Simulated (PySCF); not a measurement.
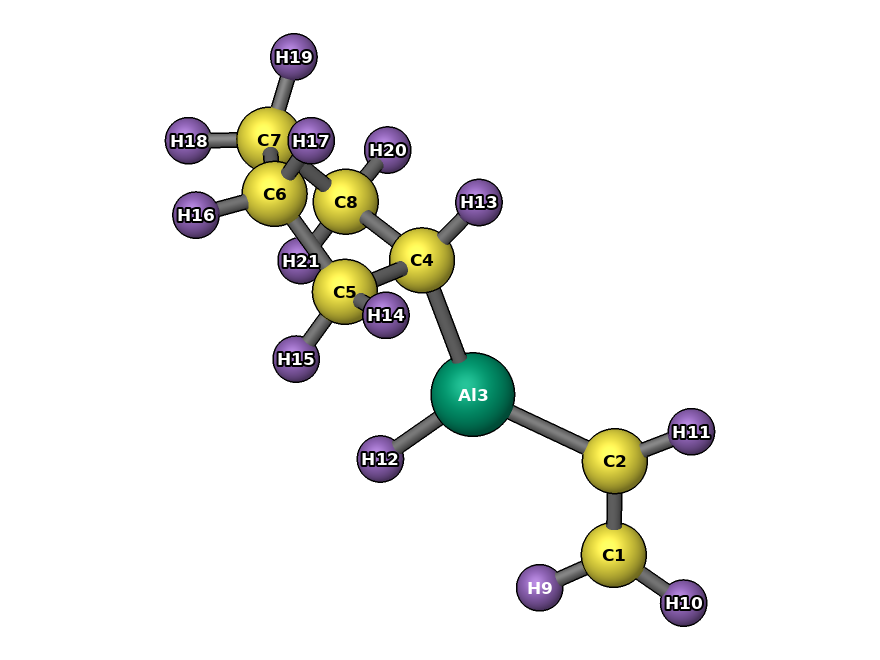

Computed geometry: GFN2-xTB optimisation. No frequency run is at hand to confirm it as a minimum. Method: GIAO PBE0/pcSseg-1 NMR shielding, non-relativistic, gas phase (PySCF 2.14.0). Principal shieldings σ11 ≤ σ22 ≤ σ33, span Ω = σ33 − σ11, skew κ = 3(σiso − σ22)/Ω.

Give the shielding tensors of the Al atoms.

```tsv
atom	σ11	σ22	σ33	σiso	Ω	κ
Al3	242.5	314.2	324.6	293.8	82.1	−0.75
```

Shieldings and span in ppm.

The geometry is semi-empirical. Around Al such bond lengths and angles can be off by a tenth of an ångström or more and by several degrees, and values that hang on the shape move with them.
